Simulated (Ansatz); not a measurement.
# Geometry relaxation, with input and output: GeH3OF

The run: geometry relaxation of GeH3OF. Method and program: RKS PBE-D4/def2-SVP (Ansatz 0.2.0).

It belongs to a series of runs on one base structure; here: end point B relaxed. Figures and captions count atoms from 1; the log counts them from 0 in places.

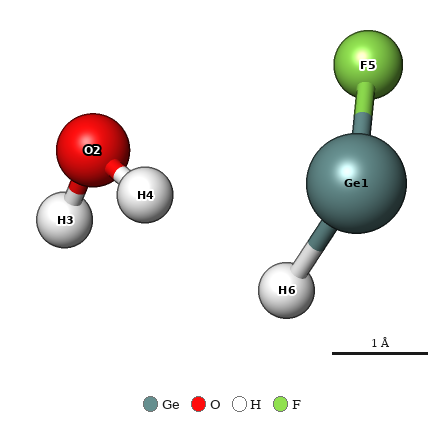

**Figure 1.** The structure as given in the input (ball-and-stick view, seen at a tilt; atoms are numbered from 1 in the order of the input). Sticks mark near contacts.

**Input file**
```yaml
crystal:
  periodic: [false, false, false]
  atoms:
    - { symbol: Ge, position_ang: [-0.065504, 0.131848, -0.927573] }
    - { symbol: O, position_ang: [1.249867, 0.177578, 1.711268] }
    - { symbol: H, position_ang: [0.705538, -0.579991, 2.008515] }
    - { symbol: H, position_ang: [1.841596, -0.234248, 1.030308] }
    - { symbol: F, position_ang: [-1.305566, 1.391714, -0.746472] }
    - { symbol: H, position_ang: [-0.914031, -1.0622, -0.192847] }
basis:
  gaussian: { orbitals: def2-SVP }
hamiltonian:
  xc: pbe
  dispersion: d4
relax:
  f_tol: 0.03
  max_steps: 50
output:
  orbitals: {}
```

Hardware: 2 threads of Arm Neoverse V2, 24 GiB of memory available, shared host.

Launched with:
```bash
ansatz run input.yaml --threads 2 --pin off --max-ram 3072MiB --backend cpu --events-out ev --progress --plain --runs-dir out
```

**What the program printed**
```
The last accepted step is kept in [file] (removed where the run ends without a failure and the disk answers)
Engine: ansatz 0.2.0, aarch64-unknown-linux-gnu
Functional definition: PBE
  parameter kappa = 0.804
  parameter beta = 0.06672455060314922
  exchange = pbe_x(kappa = kappa, mu = beta*pi^2/3)
  correlation = pbe_c(beta = beta)
816 factors; their error is unknown
mean field evaluation 1: about -61300.2498 eV, gradient 6.2e1 eV
mean field evaluation 2: about -61240.8245 eV, gradient 1.7e2 eV
mean field evaluation 4: about -61306.5228 eV, gradient 1.2e1 eV
mean field evaluation 8: about -61306.8517 eV, gradient 7.0e-2 eV
mean field evaluation 16: about -61306.7996 eV, gradient 5.3e-6 eV
mean field -61306.79955655 eV, -2252.9833284619 hartree, gradient 5.3e-6 eV, S^2 0.000000; 0 other end points of the search recorded, 0 dependent functions left out
the calculation of the forces begins
reference -61306.79958603 eV, -2252.9833295454 hartree; 26, 26 occupied and 49, 49 virtual orbitals, 816 factors
relax step   1: F+E_penalty+E_count = -61306.87154746 eV  Δ(F+E_penalty+E_count) = +0.000e0 eV  max|allowed force component| = 9.510e-1 eV/Å  Δτ_max = 0.0000 Å  (26 SCF iters, accepted)
these checks for a lower state are left out or cut short: starts, cluster_reference, orbital_swaps, neighbouring_geometries, increment
816 factors; their error is unknown
mean field -61306.91308619 eV, -2252.9875005992 hartree, gradient 7.3e-5 eV, S^2 0.000000; 0 other end points of the search recorded, 0 dependent functions left out
the calculation of the forces begins
reference -61306.91311604 eV, -2252.9875016963 hartree; 26, 26 occupied and 49, 49 virtual orbitals, 816 factors
relax step   2: F+E_penalty+E_count = -61306.98810122 eV  Δ(F+E_penalty+E_count) = -1.166e-1 eV  max|allowed force component| = 1.653e0 eV/Å  Δτ_max = 0.1950 Å  (30 SCF iters, accepted)
these checks for a lower state are left out or cut short: starts, cluster_reference, orbital_swaps, neighbouring_geometries, increment
816 factors; their error is unknown
mean field -61306.98655813 eV, -2252.9902006434 hartree, gradient 7.2e-5 eV, S^2 0.000000; 0 other end points of the search recorded, 0 dependent functions left out
the calculation of the forces begins
reference -61306.98658798 eV, -2252.9902017404 hartree; 26, 26 occupied and 49, 49 virtual orbitals, 816 factors
relax step   3: F+E_penalty+E_count = -61307.06404071 eV  Δ(F+E_penalty+E_count) = -7.594e-2 eV  max|allowed force component| = 1.678e0 eV/Å  Δτ_max = 0.1949 Å  (30 SCF iters, accepted)
these checks for a lower state are left out or cut short: starts, cluster_reference, orbital_swaps, neighbouring_geometries, increment
816 factors; their error is unknown
mean field evaluation 32: about -61307.1457 eV, gradient 3.7e-3 eV
mean field -61307.09487234 eV, -2252.9941811169 hartree, gradient 7.6e-5 eV, S^2 0.000000; 0 other end points of the search recorded, 0 dependent functions left out
the calculation of the forces begins
reference -61307.09490139 eV, -2252.9941821846 hartree; 26, 26 occupied and 49, 49 virtual orbitals, 816 factors
relax step   4: F+E_penalty+E_count = -61307.17351818 eV  Δ(F+E_penalty+E_count) = -1.095e-1 eV  max|allowed force component| = 6.779e-1 eV/Å  Δτ_max = 0.1944 Å  (30 SCF iters, accepted)
these checks for a lower state are left out or cut short: starts, cluster_reference, orbital_swaps, neighbouring_geometries, increment
816 factors; their error is unknown
mean field -61307.12900217 eV, -2252.9954353652 hartree, gradient 9.3e-6 eV, S^2 0.000000; 0 other end points of the search recorded, 0 dependent functions left out
the calculation of the forces begins
reference -61307.12903088 eV, -2252.9954364202 hartree; 26, 26 occupied and 49, 49 virtual orbitals, 816 factors
relax step   5: F+E_penalty+E_count = -61307.20941757 eV  Δ(F+E_penalty+E_count) = -3.590e-2 eV  max|allowed force component| = 3.203e-1 eV/Å  Δτ_max = 0.1434 Å  (28 SCF iters, accepted)
these checks for a lower state are left out or cut short: starts, cluster_reference, orbital_swaps, neighbouring_geometries, increment
816 factors; their error is unknown
mean field -61307.13439176 eV, -2252.9956334289 hartree, gradient 7.6e-5 eV, S^2 0.000000; 0 other end points of the search recorded, 0 dependent functions left out
the calculation of the forces begins
reference -61307.13442049 eV, -2252.9956344848 hartree; 26, 26 occupied and 49, 49 virtual orbitals, 816 factors
relax step   6: F+E_penalty+E_count = -61307.21499030 eV  Δ(F+E_penalty+E_count) = -5.573e-3 eV  max|allowed force component| = 1.501e-1 eV/Å  Δτ_max = 0.0273 Å  (25 SCF iters, accepted)
these checks for a lower state are left out or cut short: starts, cluster_reference, orbital_swaps, neighbouring_geometries, increment
816 factors; their error is unknown
mean field -61307.13587101 eV, -2252.9956877905 hartree, gradient 8.2e-5 eV, S^2 0.000000; 0 other end points of the search recorded, 0 dependent functions left out
the calculation of the forces begins
reference -61307.13589989 eV, -2252.9956888516 hartree; 26, 26 occupied and 49, 49 virtual orbitals, 816 factors
relax step   7: F+E_penalty+E_count = -61307.21635719 eV  Δ(F+E_penalty+E_count) = -1.367e-3 eV  max|allowed force component| = 9.652e-2 eV/Å  Δτ_max = 0.0435 Å  (25 SCF iters, accepted)
these checks for a lower state are left out or cut short: starts, cluster_reference, orbital_swaps, neighbouring_geometries, increment
816 factors; their error is unknown
mean field -61307.13665469 eV, -2252.9957165900 hartree, gradient 7.5e-5 eV, S^2 0.000000; 0 other end points of the search recorded, 0 dependent functions left out
the calculation of the forces begins
reference -61307.13668352 eV, -2252.9957176494 hartree; 26, 26 occupied and 49, 49 virtual orbitals, 816 factors
relax step   8: F+E_penalty+E_count = -61307.21722874 eV  Δ(F+E_penalty+E_count) = -8.715e-4 eV  max|allowed force component| = 2.791e-2 eV/Å  Δτ_max = 0.0256 Å  (25 SCF iters, accepted)
816 factors; their error is unknown
mean field evaluation 64: about -61307.1601 eV, gradient 3.0e0 eV
```

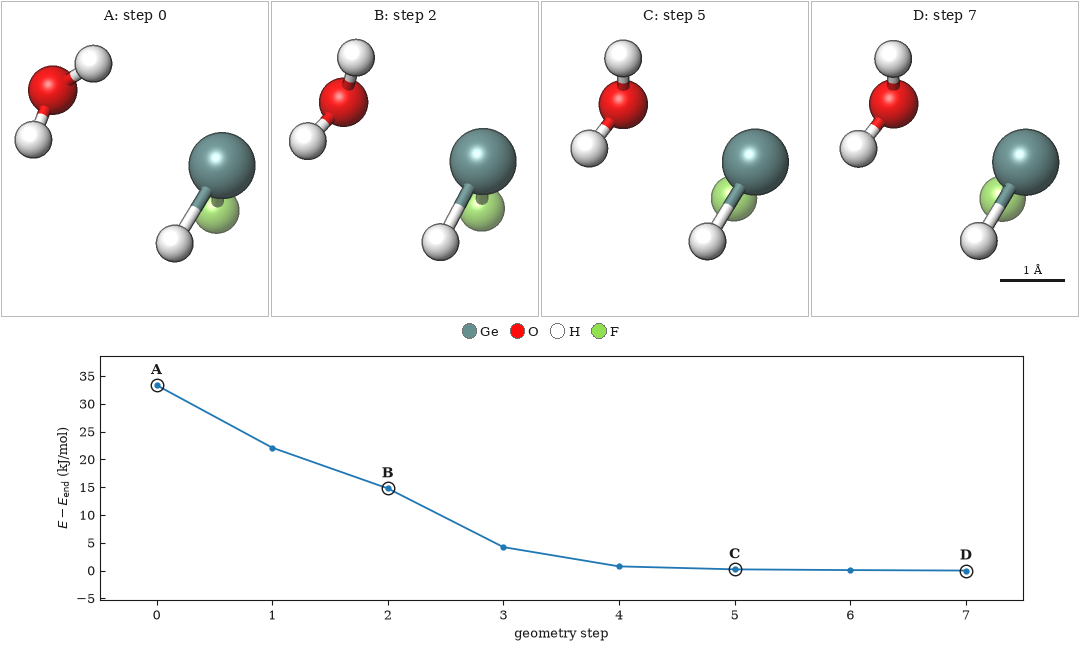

**Figure 2.** Frames of the relaxation (ball-and-stick view, seen at a tilt) above the curves, on which the letters mark them (the first geometry is step 0 here and step 1 in the log).

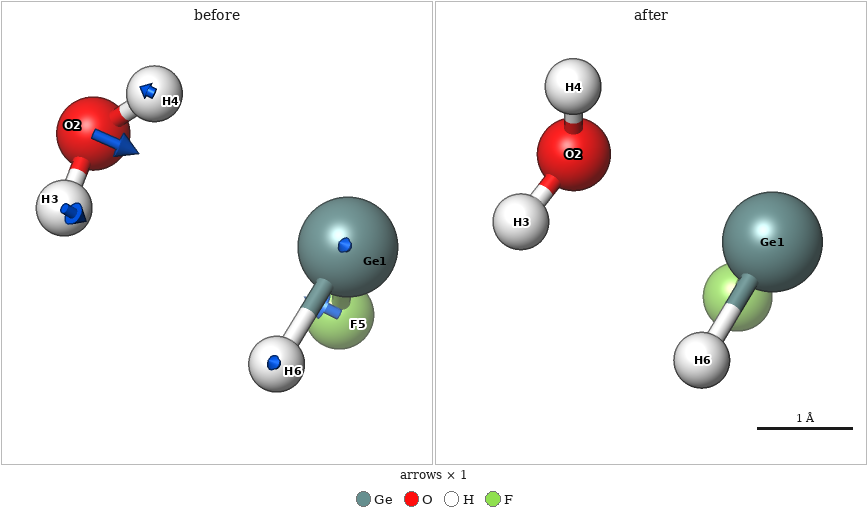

**Figure 3.** Before (left) and after (right) the relaxation, at one scale (ball-and-stick view, seen at a tilt). The blue arrows give the displacements, at true length. After 7 geometry steps the energy has fallen by 33.4 kJ/mol. The largest force component goes from 0.95 to 0.028 eV/Å. The largest move after the best rigid fit is that of O2, 0.54 Å. By element the largest moves are O 0.54 Å, F 0.43 Å, H 0.34 Å, Ge 0.15 Å. Among the contacts that change: O2–H4 0.992 → 0.977 Å, Ge1–F5 1.777 → 1.789 Å, Ge1–H6 1.639 → 1.645 Å. Among the angles that change: H3–O2–H4 102.6° → 105.4°. (Atoms are counted from 1 in the order of the input.)

```
mean field -61307.13665469 eV, -2252.9957165900 hartree, gradient 7.5e-5 eV, S^2 0.000000; 1 other end points of the search recorded, 0 dependent functions left out
the calculation of the forces begins
reference -61307.13668352 eV, -2252.9957176494 hartree; 26, 26 occupied and 49, 49 virtual orbitals, 816 factors
Total energy: -61307.21725757 eV, -2252.9986786914 hartree
Atom 0 at     0.022794     0.044904    -0.834625 Å, force    -0.004381     0.007202     0.027746 eV/Å
Atom 1 at     1.008632     0.182902     1.226731 Å, force     0.007033     0.017456    -0.027909 eV/Å
Atom 2 at     0.494802    -0.435361     1.782655 Å, force     0.004785    -0.006580    -0.003460 eV/Å
Atom 3 at     1.910983    -0.190366     1.188860 Å, force    -0.002849    -0.009451     0.017673 eV/Å
Atom 4 at    -1.087443     1.372015    -0.380868 Å, force    -0.000039    -0.004178    -0.006330 eV/Å
Atom 5 at    -0.837867    -1.149393    -0.099555 Å, force    -0.004550    -0.004449    -0.007720 eV/Å
Dipole moment:     0.642605    -0.500272     0.519278 e Å
```

**Trajectory as extended XYZ (Å, eV, eV/Å), 8 frames, from step=1 to step=8**
```
6
Properties=species:S:1:pos:R:3:forces:R:3 step=1 energy=-61306.87155
Ge   -0.0655    0.1318   -0.9276    0.1578   0.0531   0.3537
O     1.2499    0.1776    1.7113    0.0373  -0.2868  -0.9510
H     0.7055   -0.5800    2.0085    0.0357   0.0284  -0.0202
H     1.8416   -0.2342    1.0303   -0.2072   0.2128   0.5736
F    -1.3056    1.3917   -0.7465   -0.0064  -0.0200   0.0164
H    -0.9140   -1.0622   -0.1928   -0.0172   0.0125   0.0275
6
Properties=species:S:1:pos:R:3:forces:R:3 step=2 energy=-61306.98810
Ge   -0.0258    0.1531   -0.8375    0.1775  -0.0649   0.2301
O     1.1340    0.2000    1.5560    0.7373  -1.6528  -0.8524
H     0.7150   -0.5915    1.9944    0.1064   0.7328  -0.2764
H     1.9014   -0.2674    1.0768   -1.0199   0.9340   0.7626
F    -1.3053    1.3862   -0.7397   -0.0103   0.0511   0.0947
H    -0.9074   -1.0557   -0.1668    0.0090  -0.0003   0.0414
6
Properties=species:S:1:pos:R:3:forces:R:3 step=3 energy=-61307.06404
Ge    0.0029    0.1413   -0.7884    0.1917  -0.2363  -0.0785
O     1.0397    0.1738    1.3875    1.6475  -1.6145  -0.1051
H     0.6758   -0.5691    1.9397   -0.1162   0.6237  -0.3611
H     1.9496   -0.2454    1.1432   -1.6783   1.1009   0.3277
F    -1.2652    1.3864   -0.6727   -0.0472   0.1408   0.1864
H    -0.8909   -1.0623   -0.1261    0.0025  -0.0146   0.0306
6
Properties=species:S:1:pos:R:3:forces:R:3 step=4 energy=-61307.17352
Ge   -0.0037    0.0607   -0.8597   -0.1769   0.2443   0.3267
O     1.0191    0.1766    1.3130    0.6779  -0.6516  -0.0802
H     0.6155   -0.5188    1.8784   -0.1754   0.2321  -0.1594
H     1.9395   -0.1828    1.1946   -0.6131   0.4517  -0.0243
F    -1.1611    1.3987   -0.5090    0.2705  -0.2623  -0.0466
H    -0.8975   -1.1097   -0.1340    0.0170  -0.0142  -0.0161
6
Properties=species:S:1:pos:R:3:forces:R:3 step=5 energy=-61307.20942
Ge    0.0276    0.0315   -0.8130   -0.1771   0.2990  -0.0210
O     0.9958    0.1942    1.2488    0.0293  -0.3203   0.1409
H     0.5302   -0.4981    1.7650   -0.0867   0.1669  -0.0419
H     1.9073   -0.1566    1.1867    0.0525   0.1335  -0.0684
F    -1.0861    1.3940   -0.4185    0.1994  -0.2679  -0.0577
H    -0.8629   -1.1403   -0.0858   -0.0174  -0.0112   0.0482
6
Properties=species:S:1:pos:R:3:forces:R:3 step=6 energy=-61307.21499
Ge    0.0291    0.0386   -0.8289   -0.0761   0.0231   0.0440
O     0.9958    0.1857    1.2347   -0.0119  -0.1501   0.0995
H     0.5146   -0.4813    1.7670   -0.0527   0.1027  -0.0497
H     1.9072   -0.1623    1.1907    0.0959   0.0512  -0.0380
F    -1.0819    1.3740   -0.4004    0.0270   0.0136  -0.0309
H    -0.8529   -1.1300   -0.0798    0.0178  -0.0405  -0.0249
6
Properties=species:S:1:pos:R:3:forces:R:3 step=7 energy=-61307.21636
Ge    0.0163    0.0444   -0.8280    0.0639  -0.0239  -0.0965
O     1.0143    0.1774    1.2199    0.0051   0.0191   0.0225
H     0.4979   -0.4414    1.7718   -0.0050  -0.0184   0.0293
H     1.9238   -0.1813    1.2090   -0.0318   0.0020  -0.0263
F    -1.0912    1.3765   -0.3883   -0.0222   0.0125   0.0385
H    -0.8492   -1.1508   -0.1013   -0.0099   0.0087   0.0325
6
Properties=species:S:1:pos:R:3:forces:R:3 step=8 energy=-61307.21723
Ge    0.0228    0.0449   -0.8346   -0.0044   0.0072   0.0277
O     1.0086    0.1829    1.2267    0.0070   0.0175  -0.0279
H     0.4948   -0.4354    1.7827    0.0048  -0.0066  -0.0035
H     1.9110   -0.1904    1.1889   -0.0028  -0.0095   0.0177
F    -1.0874    1.3720   -0.3809    0.0000  -0.0042  -0.0063
H    -0.8379   -1.1494   -0.0996   -0.0046  -0.0044  -0.0077
```

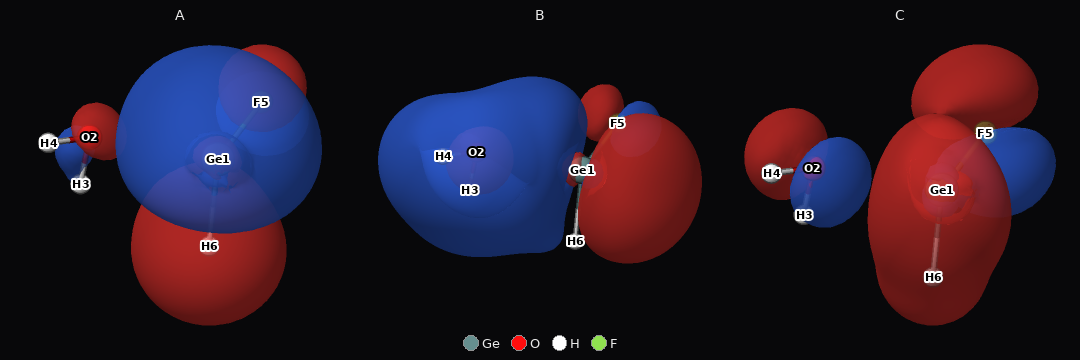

**Figure 4.** Three frontier orbitals at ±0.08 Å⁻³ᐟ² (red and blue are the two phases). C is the HOMO−1 (−7.65 eV). By Hirshfeld shares it lies mainly on F5 (60 %), Ge1 (20 %) and O2 (10 %). A is the HOMO (−5.08 eV). Its weight (Hirshfeld) is mainly on Ge1 (60 %), H6 (25 %) and F5 (15 %). B is the LUMO (−1.75 eV). Its weight (Hirshfeld) is mainly on Ge1 (60 %), O2 (15 %), H4 (10 %) and H3 (10 %). The HOMO–LUMO gap is 3.33 eV between the orbital energies.

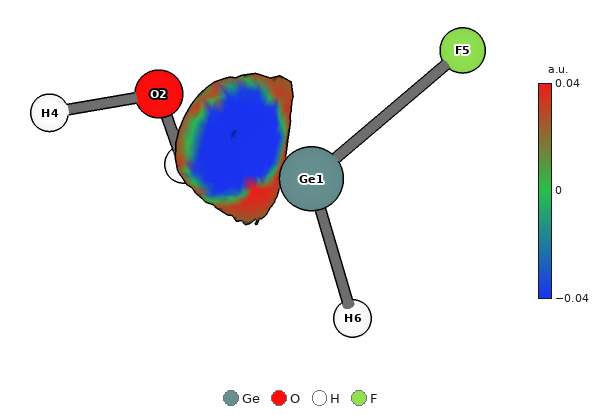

**Figure 5.** Non-covalent interaction (NCI) plot: the surface where the reduced density gradient is 0.5, for densities under 0.05 a.u., coloured by sign(λ₂)ρ; seen at a tilt.

**Results in brief**

| quantity | value |
| --- | --- |
| outcome | converged |
| total energy | −61307.2173 eV |
| mean-field energy | −61307.1367 eV |
| largest force (length of the vector) at the end | 0.034 eV/Å |
| wall time | 7.2 s (CPU time 14 s) |
| peak memory | 0.14 GiB |
